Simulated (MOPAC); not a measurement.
## Run report: CH$_{4}$AlB, geometry relaxation

- system: CH$_{4}$AlB
- method: PM7, closed shell, dispersion built in (MOPAC 23.2.5)

The geometry: force field.

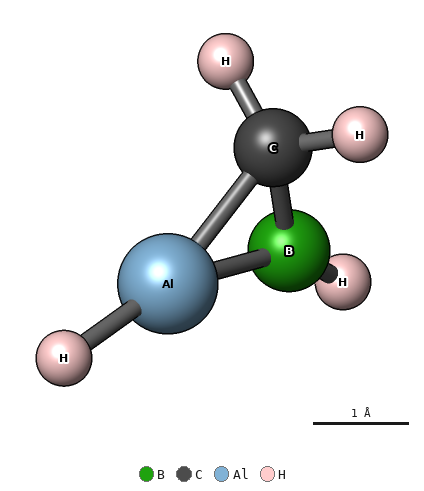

**Figure 1.** The structure as given in the input (ball-and-stick view, seen at a tilt). Sticks mark near contacts. Bond lengths as drawn: Al–B 2.05 Å, Al–C 1.86 Å, Al–H 1.64 Å, B–C 1.59 Å, B–H 1.17 Å and C–H 1.09 to 1.13 Å.

**Input file (run.mop)**
```
CYCLES=200 GNORM=0.2 PM7 AUX(PRECISION=6) T=10M THREADS=1
CH4AlB

B     -0.979700 +1    -0.061100 +1    -0.560600 +1
C     -0.037200 +1     0.557300 +1     0.555700 +1
Al     0.916100 +1    -0.794200 +1    -0.294100 +1
H     -1.993900 +1     0.003900 +1    -1.135800 +1
H     -0.382100 +1     0.339000 +1     1.569400 +1
H      0.292800 +1     1.615900 +1     0.349000 +1
H      2.245200 +1    -1.728800 +1    -0.529500 +1
```

Launch command:
```bash
mopac run.mop
```

**Log**
```
MOPAC v23.2.5
PM7 CALCULATION RESULTS

 *  PM7        - The PM7 Hamiltonian to be used
 *  THREADS=1  - MULTI-THREADING NOT USED
 *  CYCLES=    - DO A MAXIMUM OF 200 STEPS
 *  GNORM      - EXIT WHEN GRADIENT NORM DROPS BELOW 0.200
 *  AUX        - OUTPUT AUXILIARY INFORMATION
CYCLES=200 GNORM=0.2 PM7 AUX(PRECISION=6) T=10M THREADS=1
 CH4AlB

   ATOM   CHEMICAL          X               Y               Z
  NUMBER   SYMBOL      (ANGSTROMS)     (ANGSTROMS)     (ANGSTROMS)

     1       B         -0.97970000  *  -0.06110000  *  -0.56060000  *
     2       C         -0.03720000  *   0.55730000  *   0.55570000  *
     3      Al          0.91610000  *  -0.79420000  *  -0.29410000  *
     4       H         -1.99390000  *   0.00390000  *  -1.13580000  *
     5       H         -0.38210000  *   0.33900000  *   1.56940000  *
     6       H          0.29280000  *   1.61590000  *   0.34900000  *
     7       H          2.24520000  *  -1.72880000  *  -0.52950000  *

          CARTESIAN COORDINATES

    NO.       ATOM           X           Y           Z

     1         B         -0.9797     -0.0611     -0.5606
     2         C         -0.0372      0.5573      0.5557
     3        Al          0.9161     -0.7942     -0.2941
     4         H         -1.9939      0.0039     -1.1358
     5         H         -0.3821      0.3390      1.5694
     6         H          0.2928      1.6159      0.3490
     7         H          2.2452     -1.7288     -0.5295

           Empirical Formula: C H4 B Al  =     7 atoms

      MOLECULAR POINT GROUP   :   Cs

      RHF CALCULATION, NO. OF DOUBLY OCCUPIED LEVELS = 7

          Geometry optimization using EF

          DIAGONAL MATRIX USED AS START HESSIAN
```

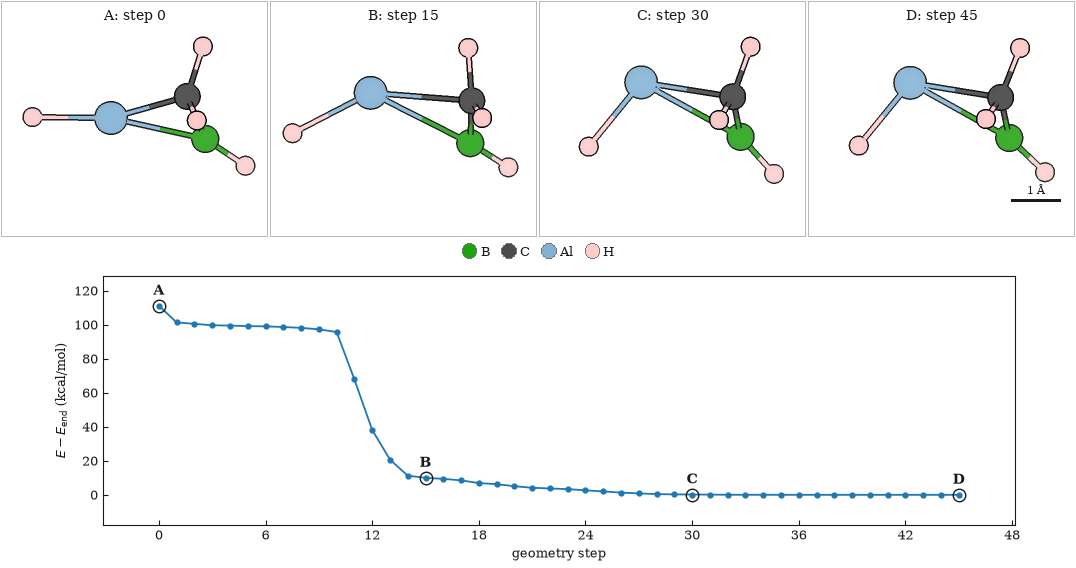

**Figure 2.** Frames of the relaxation (ball-and-stick view, seen at a tilt) above the curves, on which the letters mark them (steps are counted from 0).

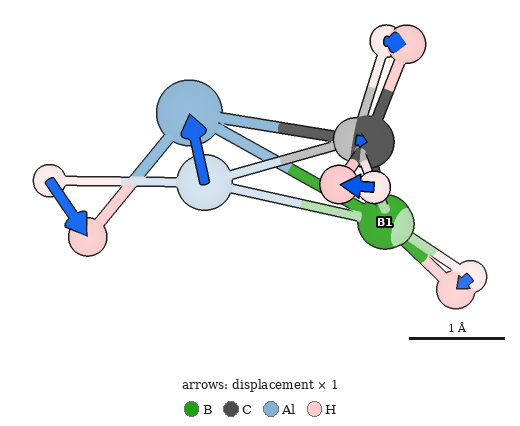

**Figure 3.** Start (faint) and end (solid) with the displacements as blue arrows, at true length (ball-and-stick view, seen at a tilt). The two geometries are laid on each other by the best rigid fit. The atom that moves furthest after the best rigid fit is Al3 (0.88 Å). Largest moves by element: Al 0.88 Å, H 0.79 Å, C 0.13 Å, B 0.07 Å. Distances before and after: C2–Al3 1.859 → 2.322 Å, B1–Al3 2.050 → 2.358 Å, Al3–H7 1.642 → 1.801 Å, C2–H6 1.128 → 1.098 Å. Among the angles that change: B1–Al3–H7 159.0° → 99.4°, C2–Al3–H7 153.4° → 100.7°, Al3–C2–H5 116.1° → 101.5°. Over 45 geometry steps the energy falls by 111.1 kcal/mol. The largest force component goes from 5.5 to 0.0035 eV/Å. (Atoms are counted from 1 in the order of the input.)

```
 CYCLE:     1 TIME:   0.004 TIME LEFT: 10.00M  GRAD.:   234.055 HEAT:  89.25170
 CYCLE:     2 TIME:   0.008 TIME LEFT: 10.00M  GRAD.:    45.110 HEAT:  79.42415
 CYCLE:     3 TIME:   0.004 TIME LEFT: 10.00M  GRAD.:    33.146 HEAT:  78.62608
 CYCLE:     4 TIME:   0.000 TIME LEFT: 10.00M  GRAD.:    16.184 HEAT:  77.77001
 CYCLE:     5 TIME:   0.004 TIME LEFT: 10.00M  GRAD.:    25.370 HEAT:  77.59511
 CYCLE:     6 TIME:   0.000 TIME LEFT: 10.00M  GRAD.:    14.138 HEAT:  77.28576
 CYCLE:     7 TIME:   0.004 TIME LEFT: 10.00M  GRAD.:    11.690 HEAT:  77.12359
 CYCLE:     8 TIME:   0.004 TIME LEFT: 10.00M  GRAD.:    14.833 HEAT:  76.75593
 CYCLE:     9 TIME:   0.004 TIME LEFT: 10.00M  GRAD.:    19.518 HEAT:  76.25793
 CYCLE:    10 TIME:   0.000 TIME LEFT: 10.00M  GRAD.:    26.882 HEAT:  75.38848
 CYCLE:    11 TIME:   0.004 TIME LEFT: 10.00M  GRAD.:    49.824 HEAT:  73.80300
 CYCLE:    12 TIME:   0.004 TIME LEFT: 10.00M  GRAD.:   216.559 HEAT:  45.90132
 CYCLE:    13 TIME:   0.004 TIME LEFT: 10.00M  GRAD.:   165.200 HEAT:  16.25841
 CYCLE:    14 TIME:   0.000 TIME LEFT: 10.00M  GRAD.:    97.437 HEAT: -1.202386
 CYCLE:    15 TIME:   0.004 TIME LEFT: 10.00M  GRAD.:    55.849 HEAT: -10.62727
 CYCLE:    16 TIME:   0.004 TIME LEFT: 10.00M  GRAD.:    40.095 HEAT: -11.92348
 CYCLE:    17 TIME:   0.000 TIME LEFT: 10.00M  GRAD.:    48.436 HEAT: -12.50611
 CYCLE:    18 TIME:   0.004 TIME LEFT: 10.00M  GRAD.:    59.074 HEAT: -13.39994
 CYCLE:    19 TIME:   0.000 TIME LEFT: 10.00M  GRAD.:    25.550 HEAT: -14.98618
 CYCLE:    20 TIME:   0.004 TIME LEFT: 10.00M  GRAD.:    23.184 HEAT: -15.62877
 CYCLE:    21 TIME:   0.000 TIME LEFT: 10.00M  GRAD.:    25.086 HEAT: -16.81235
 CYCLE:    22 TIME:   0.004 TIME LEFT: 10.00M  GRAD.:    19.302 HEAT: -17.75225
 CYCLE:    23 TIME:   0.000 TIME LEFT: 10.00M  GRAD.:    13.331 HEAT: -18.16175
 CYCLE:    24 TIME:   0.004 TIME LEFT: 10.00M  GRAD.:    13.026 HEAT: -18.53466
 CYCLE:    25 TIME:   0.000 TIME LEFT: 10.00M  GRAD.:    17.064 HEAT: -19.24642
 CYCLE:    26 TIME:   0.004 TIME LEFT: 10.00M  GRAD.:    20.456 HEAT: -19.90858
 CYCLE:    27 TIME:   0.000 TIME LEFT: 10.00M  GRAD.:    22.006 HEAT: -20.60099
 CYCLE:    28 TIME:   0.004 TIME LEFT: 10.00M  GRAD.:    23.553 HEAT: -21.05599
 CYCLE:    29 TIME:   0.000 TIME LEFT: 10.00M  GRAD.:    16.664 HEAT: -21.45884
 CYCLE:    30 TIME:   0.004 TIME LEFT: 10.00M  GRAD.:     6.606 HEAT: -21.64375
 CYCLE:    31 TIME:   0.000 TIME LEFT: 10.00M  GRAD.:     7.054 HEAT: -21.70430
 CYCLE:    32 TIME:   0.004 TIME LEFT: 10.00M  GRAD.:     5.842 HEAT: -21.76099
 CYCLE:    33 TIME:   0.004 TIME LEFT: 10.00M  GRAD.:     4.345 HEAT: -21.85287
 CYCLE:    34 TIME:   0.000 TIME LEFT: 10.00M  GRAD.:     2.360 HEAT: -21.87437
 CYCLE:    35 TIME:   0.004 TIME LEFT: 10.00M  GRAD.:     1.862 HEAT: -21.88075
 CYCLE:    36 TIME:   0.000 TIME LEFT: 10.00M  GRAD.:     1.638 HEAT: -21.88360
 CYCLE:    37 TIME:   0.004 TIME LEFT: 10.00M  GRAD.:     1.630 HEAT: -21.88800
 CYCLE:    38 TIME:   0.004 TIME LEFT: 10.00M  GRAD.:     1.223 HEAT: -21.89114
 CYCLE:    39 TIME:   0.004 TIME LEFT: 10.00M  GRAD.:     0.647 HEAT: -21.89218
 CYCLE:    40 TIME:   0.004 TIME LEFT: 10.00M  GRAD.:     0.366 HEAT: -21.89260
 CYCLE:    41 TIME:   0.000 TIME LEFT: 10.00M  GRAD.:     0.299 HEAT: -21.89272
 CYCLE:    42 TIME:   0.004 TIME LEFT: 10.00M  GRAD.:     0.363 HEAT: -21.89306
 CYCLE:    43 TIME:   0.000 TIME LEFT: 10.00M  GRAD.:     0.330 HEAT: -21.89325
 CYCLE:    44 TIME:   0.004 TIME LEFT: 10.00M  GRAD.:     0.336 HEAT: -21.89375
 CYCLE:    45 TIME:   0.004 TIME LEFT: 10.00M  GRAD.:     0.216 HEAT: -21.89391
 CYCLE:    46 TIME:   0.000 TIME LEFT: 10.00M  GRAD.:     0.118 HEAT: -21.89400

     GRADIENT =  0.11756 IS LESS THAN CUTOFF =  0.20000

 -------------------------------------------------------------------------------
 CYCLES=200 GNORM=0.2 PM7 AUX(PRECISION=6) T=10M THREADS=1
 CH4AlB

     GEOMETRY OPTIMISED USING EIGENVECTOR FOLLOWING (EF).
     SCF FIELD WAS ACHIEVED

                              PM7 CALCULATION

          FINAL HEAT OF FORMATION =        -21.89400 KCAL/MOL =     -91.60450 KJ/MOL

          COSMO AREA              =        111.95 SQUARE ANGSTROMS
          COSMO VOLUME            =        100.77 CUBIC ANGSTROMS

          GRADIENT NORM           =          0.11756          =       0.04444 PER ATOM
          IONIZATION POTENTIAL    =         12.124124 EV
          HOMO LUMO ENERGIES (EV) =        -12.124 -2.760
          NO. OF FILLED LEVELS    =          7
          MOLECULAR WEIGHT        =         53.8341         POINT GROUP:  C1

          MOLECULAR DIMENSIONS (Angstroms)

            Atom       Atom       Distance
            H     7    H     4     4.07933
            H     5    H     4     2.93906
            H     6   Al     3     2.52589

          SCF CALCULATIONS        =         50

          WALL-CLOCK TIME         =      0.125 SECONDS
          COMPUTATION TIME        =      0.069 SECONDS

   ATOM   CHEMICAL          X               Y               Z
  NUMBER   SYMBOL      (ANGSTROMS)     (ANGSTROMS)     (ANGSTROMS)

     1       B         -0.98101653  *  -0.03154589  *  -0.58246953  *
     2       C         -0.14582816  *   0.76089206  *   0.46852645  *
     3      Al          0.97991881  *  -1.21137805  *  -0.01598618  *
     4       H         -1.97176134  *   0.00822193  *  -1.19814790  *
     5       H         -0.35729595  *   0.63452830  *   1.54791098  *
     6       H          0.49192413  *   1.61209026  *   0.19627172  *
     7       H          2.04824066  *  -0.66597432  *  -1.35933818  *

                             CARTESIAN COORDINATES

   1    B       -0.981016531    -0.031545890    -0.582469529
   2    C       -0.145828164     0.760892062     0.468526446
   3   Al        0.979918814    -1.211378049    -0.015986181
   4    H       -1.971761345     0.008221931    -1.198147905
   5    H       -0.357295950     0.634528298     1.547910975
   6    H        0.491924128     1.612090262     0.196271718
   7    H        2.048240664    -0.665974321    -1.359338180

           Empirical Formula: C H4 B Al  =     7 atoms

      MOLECULAR POINT GROUP   :   C1

                  EIGENVALUES
 -26.92947 -17.58829 -16.55840 -14.94413 -14.38663 -13.18969 -12.12412  -2.75975
  -2.18389  -1.33815   0.22531   1.36077   2.16931   2.59832   3.89203   4.06549
  25.62136  25.85405  26.42547  26.67338  27.25274

              NET ATOMIC CHARGES AND DIPOLE CONTRIBUTIONS

  ATOM NO.   TYPE          CHARGE      No. of ELECS.   s-Pop       p-Pop       d-Pop
    1          B           0.774972        2.2250     0.89885     1.32618
    2          C           0.344872        3.6551     1.17836     2.47677
    3         Al          -2.320424        5.3204     0.07618     5.15435     0.08989
    4          H           0.130033        0.8700     0.86997
    5          H           0.194258        0.8057     0.80574
    6          H           0.177584        0.8224     0.82242
    7          H           0.698705        0.3013     0.30130
 DIPOLE           X         Y         Z       TOTAL
 POINT-CHG.    -9.086    14.382    -4.912    17.707
 HYBRID         2.329    -5.544     2.450     6.493
 SUM           -6.758     8.838    -2.462    11.395

          ATOMIC ORBITAL ELECTRON POPULATIONS

     Atom    s        px        py        pz      x^2-y^2     xz        z^2       yz        xy
    1  B   0.89885   0.61229   0.27965   0.43423
    2  C   1.17836   0.66033   0.72543   1.09101
    3 Al   0.07618   1.71801   1.67009   1.76625   0.01252   0.01745   0.01400   0.01278   0.03314
    4  H   0.86997
    5  H   0.80574
    6  H   0.82242
    7  H   0.30130

 *                    *
 * JOB ENDED NORMALLY *
 *                    *

 TOTAL JOB TIME:             0.13 SECONDS

 == MOPAC DONE ==
```

**Trajectory as extended XYZ (Å, eV, eV/Å), 15 of the 46 frames kept, from step=0 to step=45**
```
7
Properties=species:S:1:pos:R:3:forces:R:3 step=0 energy=3.87032
B    -0.9797   -0.0611   -0.5606   -1.0335   0.0805  -0.4341
C    -0.0372    0.5573    0.5557   -2.3999   4.7201   2.4230
Al    0.9161   -0.7942   -0.2941    5.1318  -5.4640  -2.8068
H    -1.9939    0.0039   -1.1358    0.2174  -0.0139   0.0714
H    -0.3821    0.3390    1.5694   -0.0771   0.3372   0.1984
H     0.2928    1.6159    0.3490   -0.3894  -0.5613   0.3981
H     2.2452   -1.7288   -0.5295   -1.4492   0.9015   0.1500
7
Properties=species:S:1:pos:R:3:forces:R:3 step=3 energy=3.37243
B    -0.9771   -0.0559   -0.5435   -0.2140  -0.1443  -0.2045
C    -0.0914    0.6151    0.5565    0.1743   0.2514   0.1085
Al    0.9565   -0.8472   -0.3228    0.0708  -0.1800  -0.1174
H    -1.9874    0.0071   -1.1292    0.2408  -0.0235   0.0743
H    -0.3915    0.3731    1.5837   -0.0502   0.1685   0.0533
H     0.2763    1.6332    0.4216   -0.2382   0.0739   0.1883
H     2.2339   -1.7258   -0.5328    0.0164  -0.1460  -0.1024
7
Properties=species:S:1:pos:R:3:forces:R:3 step=6 energy=3.34440
B    -0.9744   -0.0674   -0.5427   -0.0111   0.0018  -0.0054
C    -0.0875    0.6287    0.5479    0.3026   0.1650  -0.0647
Al    0.9587   -0.8571   -0.3210   -0.0578   0.0244   0.0713
H    -1.9753   -0.0004   -1.1359    0.1546  -0.0197   0.0179
H    -0.4009    0.4079    1.5758   -0.0654  -0.0838   0.0944
H     0.2452    1.6662    0.4921   -0.2504  -0.0220  -0.0364
H     2.2288   -1.7446   -0.5712   -0.0726  -0.0657  -0.0771
7
Properties=species:S:1:pos:R:3:forces:R:3 step=10 energy=3.20040
B    -0.9462   -0.0757   -0.5205    0.6410  -0.0116   0.1594
C    -0.0134    0.7025    0.5028   -1.1420   0.4898  -0.0867
Al    0.9483   -0.8889   -0.2354    0.3030  -0.4933   0.6163
H    -1.8657   -0.0345   -1.1930   -0.4509   0.1690  -0.3113
H    -0.4386    0.2901    1.5067    0.9523  -0.3898  -0.5361
H    -0.0135    1.7806    0.5614    0.0996  -0.0784   0.0863
H     2.1214   -1.7697   -0.8744   -0.4031   0.3143   0.0721
7
Properties=species:S:1:pos:R:3:forces:R:3 step=13 energy=-0.05214
B    -0.9477   -0.0021   -0.5563    0.7514   0.3365  -0.9407
C    -0.1483    0.8339    0.5125   -1.6373  -0.5589  -0.0793
Al    1.0320   -1.0264   -0.1505   -1.1638   0.2287   2.4638
H    -1.9032   -0.0315   -1.1760   -0.7823  -0.0175  -0.1724
H    -0.3189    0.2084    1.4577    1.1049   0.0879   0.2223
H    -0.0858    1.9022    0.5587    0.6504   0.2042  -0.0136
H     2.1491   -1.7955   -1.1948    1.0767  -0.2808  -1.4802
7
Properties=species:S:1:pos:R:3:forces:R:3 step=16 energy=-0.54232
B    -0.9288    0.0372   -0.6348   -0.2239  -0.2891  -0.4796
C    -0.1996    0.8108    0.4915   -0.3257   0.9154  -0.1198
Al    1.0354   -1.0563   -0.0464    0.4517  -0.4468  -0.3887
H    -1.9912   -0.0436   -1.1404    0.2261   0.0601   0.0813
H    -0.1816    0.2478    1.4587    0.3053  -0.3511   0.4434
H    -0.0435    1.9078    0.5754    0.2939  -0.6010  -0.2523
H     2.1546   -1.7228   -1.4579   -0.7274   0.7125   0.7157
7
Properties=species:S:1:pos:R:3:forces:R:3 step=19 energy=-0.67773
B    -0.9405    0.0365   -0.6633    0.1166  -0.1424   0.2501
C    -0.1988    0.7899    0.4907   -0.1199   0.2747  -0.1473
Al    1.0198   -1.0517   -0.0399    0.2782  -0.4361  -0.0320
H    -2.0155   -0.0240   -1.1015   -0.0937   0.0288  -0.1918
H    -0.1239    0.2248    1.4858    0.0874  -0.0769  -0.1061
H     0.0359    1.8547    0.5084    0.1382  -0.0963  -0.0321
H     2.1584   -1.6160   -1.3943   -0.4068   0.4483   0.2591
7
Properties=species:S:1:pos:R:3:forces:R:3 step=22 energy=-0.78757
B    -0.9774    0.0252   -0.6461   -0.1359  -0.1420  -0.0122
C    -0.1686    0.7798    0.4527   -0.0263   0.1472   0.0121
Al    1.0031   -1.1002    0.0064   -0.0464  -0.0516  -0.0147
H    -2.0347   -0.0019   -1.1741    0.3356   0.0152   0.1390
H    -0.0581    0.2304    1.4545   -0.2427   0.0556   0.1239
H     0.1369    1.8252    0.4469    0.1096  -0.0939  -0.0936
H     2.1140   -1.2912   -1.3933    0.0062   0.0694  -0.1545
7
Properties=species:S:1:pos:R:3:forces:R:3 step=26 energy=-0.89334
B    -1.0130   -0.0327   -0.5746    0.5401   0.1973  -0.0420
C    -0.1533    0.7708    0.4527    0.0559  -0.2572   0.3534
Al    0.9881   -1.1772    0.0031   -0.1675  -0.0836   0.1353
H    -1.9323    0.0589   -1.2682   -0.3373  -0.0902  -0.0340
H    -0.2183    0.4531    1.5407   -0.0965   0.2740  -0.2470
H     0.3878    1.6986    0.2311   -0.0717  -0.1095   0.0188
H     2.0621   -0.8287   -1.3867    0.0770   0.0692  -0.1845
7
Properties=species:S:1:pos:R:3:forces:R:3 step=29 energy=-0.93856
B    -0.9862   -0.0358   -0.5730    0.1129   0.0395  -0.0131
C    -0.1617    0.7573    0.4879    0.0834   0.0917  -0.0712
Al    0.9875   -1.1974   -0.0181   -0.0231  -0.0894   0.0873
H    -1.9258    0.0356   -1.2567   -0.1067  -0.0296   0.0214
H    -0.3316    0.6364    1.5756   -0.0310  -0.0275  -0.0625
H     0.4520    1.6221    0.1852   -0.0159  -0.0590   0.0528
H     2.0493   -0.7510   -1.4043   -0.0197   0.0744  -0.0146
7
Properties=species:S:1:pos:R:3:forces:R:3 step=32 energy=-0.94763
B    -0.9785   -0.0355   -0.5811   -0.0478   0.0161  -0.0147
C    -0.1489    0.7570    0.4736    0.0235   0.0707  -0.0368
Al    0.9800   -1.2102   -0.0125    0.0755  -0.0069  -0.0709
H    -1.9533    0.0187   -1.2224    0.0059  -0.0135   0.0321
H    -0.3432    0.6447    1.5543   -0.0569  -0.0421   0.0491
H     0.4815    1.6111    0.1933    0.0266   0.0051  -0.0197
H     2.0279   -0.6656   -1.3785   -0.0268  -0.0293   0.0608
7
Properties=species:S:1:pos:R:3:forces:R:3 step=35 energy=-0.94896
B    -0.9789   -0.0329   -0.5821   -0.0049  -0.0022   0.0068
C    -0.1466    0.7603    0.4704    0.0107  -0.0062  -0.0005
Al    0.9808   -1.2126   -0.0143   -0.0326   0.0083   0.0242
H    -1.9622    0.0115   -1.2087   -0.0119  -0.0032   0.0037
H    -0.3545    0.6388    1.5508   -0.0107  -0.0018  -0.0082
H     0.4901    1.6105    0.1930    0.0087   0.0016   0.0054
H     2.0289   -0.6591   -1.3647    0.0406   0.0036  -0.0314
7
Properties=species:S:1:pos:R:3:forces:R:3 step=39 energy=-0.94935
B    -0.9803   -0.0315   -0.5831   -0.0044   0.0016   0.0000
C    -0.1463    0.7607    0.4691    0.0031   0.0024  -0.0027
Al    0.9807   -1.2102   -0.0147    0.0005  -0.0078  -0.0061
H    -1.9701    0.0078   -1.2006    0.0027   0.0008   0.0023
H    -0.3601    0.6337    1.5477    0.0010   0.0017   0.0043
H     0.4947    1.6102    0.1990   -0.0061   0.0013  -0.0022
H     2.0416   -0.6687   -1.3656    0.0032   0.0000   0.0044
7
Properties=species:S:1:pos:R:3:forces:R:3 step=42 energy=-0.94938
B    -0.9805   -0.0317   -0.5825    0.0033   0.0008  -0.0008
C    -0.1461    0.7610    0.4690    0.0003   0.0020   0.0018
Al    0.9806   -1.2109   -0.0154   -0.0069  -0.0013   0.0038
H    -1.9695    0.0082   -1.2006   -0.0044   0.0001   0.0002
H    -0.3592    0.6344    1.5481    0.0032   0.0004  -0.0011
H     0.4924    1.6121    0.1980   -0.0025  -0.0043  -0.0011
H     2.0431   -0.6681   -1.3636    0.0070   0.0024  -0.0029
7
Properties=species:S:1:pos:R:3:forces:R:3 step=45 energy=-0.94941
B    -0.9810   -0.0315   -0.5825   -0.0016   0.0004   0.0001
C    -0.1458    0.7609    0.4685    0.0005   0.0022   0.0006
Al    0.9799   -1.2114   -0.0160   -0.0001   0.0005  -0.0003
H    -1.9718    0.0082   -1.1981   -0.0004   0.0000   0.0002
H    -0.3573    0.6345    1.5479    0.0012   0.0005  -0.0012
H     0.4919    1.6121    0.1963   -0.0007  -0.0035   0.0002
H     2.0482   -0.6660   -1.3593    0.0011   0.0000   0.0006
```

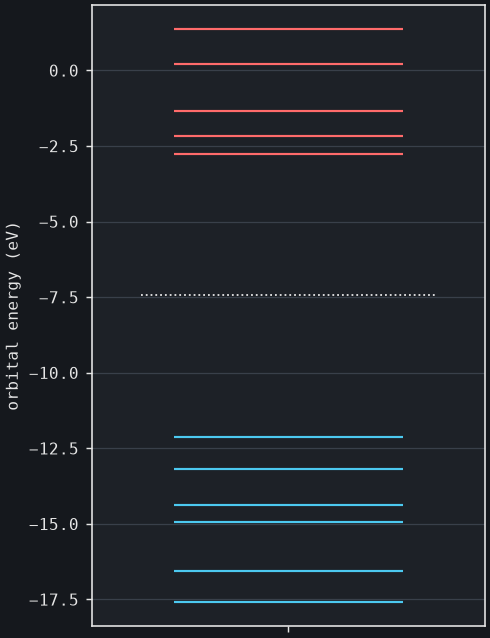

**Figure 4.** Orbital energies near the frontier; the dotted line parts filled from empty levels, and levels within 0.02 eV of each other stand side by side. Highest filled −12.12 eV, lowest empty −2.76 eV, 9.36 eV apart.

**Results in brief**

- outcome: converged
- heat of formation: −21.89 kcal/mol
- basis functions: 21
- largest force: 0.004 eV/Å
- HOMO: −12.12 eV
- LUMO: −2.76 eV
- dipole moment: 11.39 D
- hardware: 1 thread of Arm Neoverse V2, 24 GiB of memory available, shared host
- peak memory: 0.11 GiB

MOPAC's energies along a path are heats of formation.
